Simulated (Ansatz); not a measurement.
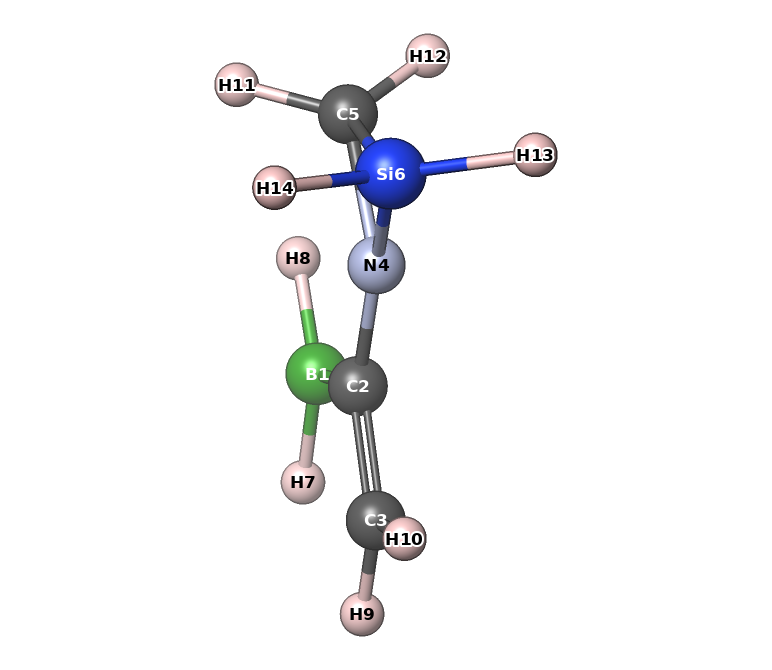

B1 lies behind C2. The molecule seen a little off the C2–B1 bond, C2 in front. Depth is shown by fading: the farther an atom, the more it takes the colour of the background. The geometry was computed by an optimisation with PBE-D4/def2-SVP. No frequency run is at hand to confirm it as a minimum.

What is the torsion angle N4–C2–B1–H7? The sign is positive where the front bond must turn clockwise to cover the back bond.

Answer. 179°, antiperiplanar (anti).
